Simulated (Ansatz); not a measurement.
# C3H8AlCl (SMILES CC(Cl)[CH2][AlH2]): what the fields show

The calculation's input:

```
crystal:
  periodic: [false, false, false]
  atoms:
    - {symbol: C, position_ang: [-1.435862, -0.580520, 0.267760]}
    - {symbol: C, position_ang: [0.037155, -0.880913, 0.429952]}
    - {symbol: Cl, position_ang: [0.281582, -2.668640, 0.191299]}
    - {symbol: C, position_ang: [0.916306, -0.093858, -0.507298]}
    - {symbol: Al, position_ang: [0.893406, 1.855934, -0.255216]}
    - {symbol: H, position_ang: [-1.628441, 0.470157, 0.512224]}
    - {symbol: H, position_ang: [-1.753520, -0.764242, -0.761148]}
    - {symbol: H, position_ang: [-2.043332, -1.196638, 0.930660]}
    - {symbol: H, position_ang: [0.337359, -0.723373, 1.467412]}
    - {symbol: H, position_ang: [1.961560, -0.413799, -0.406155]}
    - {symbol: H, position_ang: [0.648005, -0.316038, -1.547815]}
    - {symbol: H, position_ang: [1.557131, 2.784473, -1.357744]}
    - {symbol: H, position_ang: [0.249052, 2.492759, 1.050972]}
basis:
  gaussian: {orbitals: def2-TZVPP}
hamiltonian: {xc: pbe0, dispersion: d4}
output: {orbitals: {seedname: orbitals}}
```

Launched as:

```sh
ansatz run in.yaml --threads 4 --pin off --events-out ev --progress --plain --max-ram 10444MiB
```

Geometry: PBE0-D4/def2-TZVP.

These are results of RKS PBE0-D4/def2-TZVPP (Ansatz), not measurements.

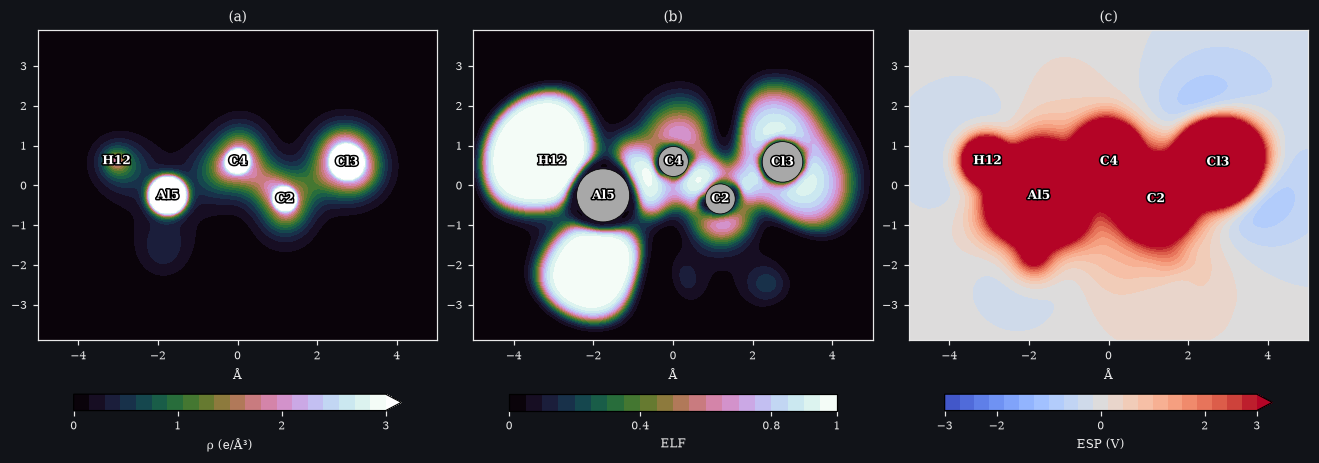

Figure 1. (a) electron density; (b) electron localisation function; (c) electrostatic potential on the plane of atoms Cl3, C2 and C4. Grey discs cover the atomic cores in the ELF map.

Interpret the plot.

- Atoms in the plane: C, Cl, Al and H.
- C–C (1.51 Å): ρ is about 1.7 e/Å³ halfway; the ELF peaks at about 0.95 between the atoms (a shared electron pair).
- C–Cl (1.82 Å): ρ is about 1.2 e/Å³ halfway; the ELF peaks at about 0.90 between the atoms: a shared electron pair.
- C–Al (1.97 Å): ρ is about 0.72 e/Å³ halfway; the ELF peaks at about 0.95 in the valence shell of C, 0.7 Å from its nucleus, and is about 0.85 at the midpoint.
- Al–H (1.59 Å): ρ at the midpoint is about 0.56 e/Å³; the ELF climbs to about 1 towards the hydrogen.
- The ELF also peaks beside Cl3, away from the bonds: lone-pair regions.
- Outside the dense part of the molecule the potential is most negative (−0.9 V) near Cl3.

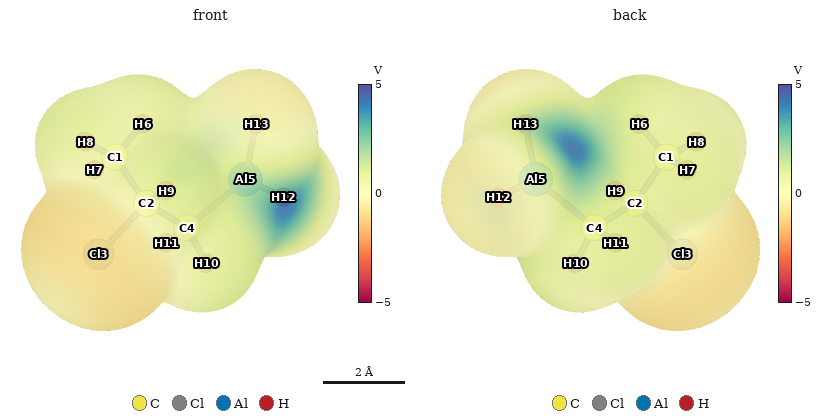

Figure 2. The electrostatic potential painted on the density surface at 0.002 e/bohr³, seen from the front and from behind; the colour scale runs from red (negative) to blue (positive).

Describe the electrostatic potential map.

The most negative region (about −0.8 V) lies over Cl3, the most positive (about +4.1 V) over Al5.

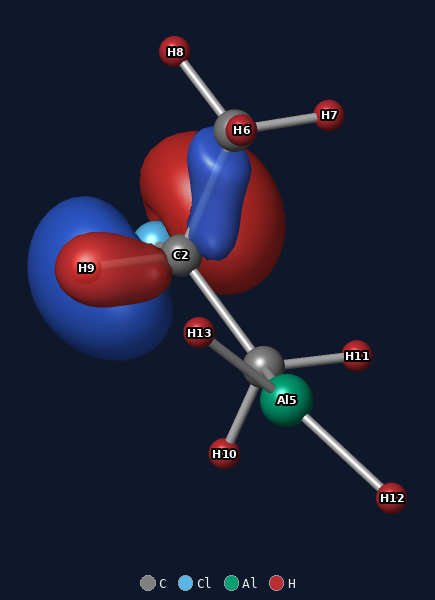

Figure 3. The HOMO−1 at ±0.2 Å⁻³ᐟ² (red and blue are the two phases), seen at an oblique angle.

What is the character of this orbital?

By Hirshfeld shares it lies mainly on Cl3 (about 80 %) and C2 (about 10 %); largely a lone pair of Cl3. Its energy is −8.20 eV.

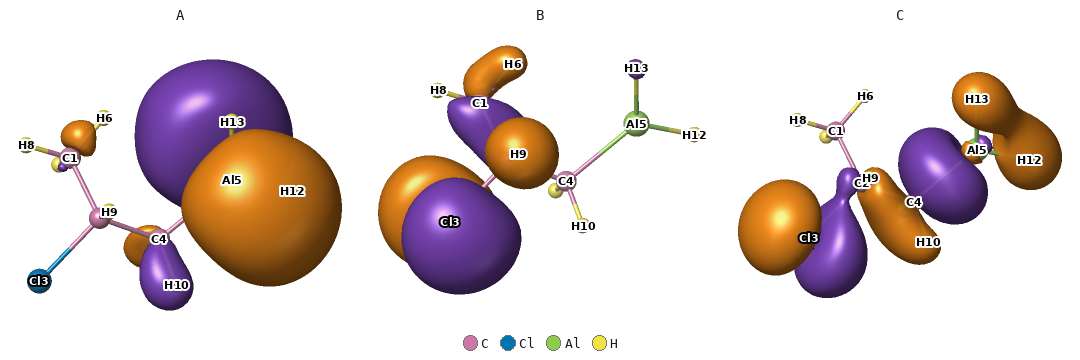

Figure 4. Three frontier orbitals at ±0.08 Å⁻³ᐟ² (orange and purple are the two phases), in no order.

Order the three orbitals by energy and name them.

B is the HOMO−1 (−8.20 eV). By Hirshfeld shares it lies mainly on Cl3 (about 80 %) and C2 (about 10 %); largely a lone pair of Cl3. C is the HOMO (−7.77 eV). By Hirshfeld shares it lies mainly on Cl3 (about 45 %), C4 (about 25 %) and Al5 (about 15 %). A is the LUMO (−1.61 eV). It lies mainly on Al5 (about 75 %).

What is the HOMO–LUMO gap?

6.16 eV between the orbital energies.
